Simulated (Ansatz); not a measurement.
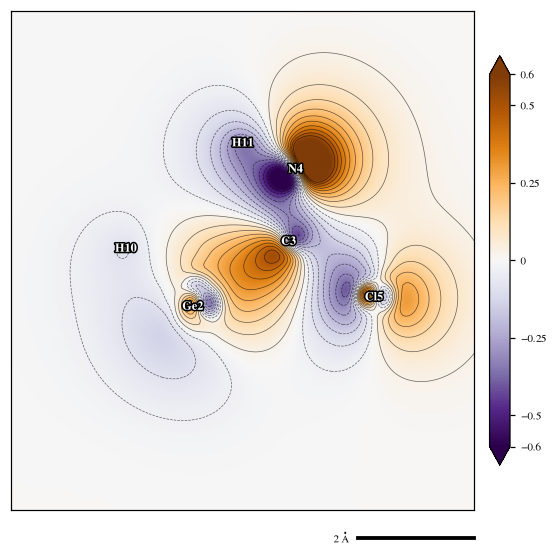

Figure. C₂H₆ClGeN (SMILES [CH3][GeH2][C](=N)Cl). One frontier orbital on the plane of atoms C3, Ge2 and H10 (values in Å⁻³ᐟ²; the overall sign is arbitrary).

Geometry: PBE0-D4/def2-TZVP.

Theory: Ansatz, RKS PBE0-D4/def2-TZVPP.

Input

```
crystal:
  periodic: [false, false, false]
  atoms:
    - {symbol: C, position_ang: [-1.275102, 0.321332, -1.123364]}
    - {symbol: Ge, position_ang: [0.134100, -0.722282, -0.283478]}
    - {symbol: C, position_ang: [1.114756, 0.414704, 1.006405]}
    - {symbol: N, position_ang: [1.323938, 0.245133, 2.227596]}
    - {symbol: Cl, position_ang: [1.756875, 1.878246, 0.264047]}
    - {symbol: H, position_ang: [-0.837719, 1.181171, -1.631058]}
    - {symbol: H, position_ang: [-1.981262, 0.675343, -0.372014]}
    - {symbol: H, position_ang: [-1.809916, -0.287608, -1.853132]}
    - {symbol: H, position_ang: [1.151786, -1.238802, -1.312020]}
    - {symbol: H, position_ang: [-0.419712, -1.895053, 0.550122]}
    - {symbol: H, position_ang: [0.907656, -0.629085, 2.547696]}
basis:
  gaussian: {orbitals: def2-TZVPP}
hamiltonian: {xc: pbe0, dispersion: d4}
output: {orbitals: {seedname: orbitals}}
```

Run with:

```sh
ansatz run in.yaml --threads 4 --pin off --events-out ev --progress --plain --max-ram 10444MiB
```

Question: Which orbital is it: HOMO or LUMO?

Answer: The HOMO, at −7.72 eV. It lies mainly on N4 (about 45 %), C3 (about 15 %), Cl5 (about 15 %) and Ge2 (about 15 %).
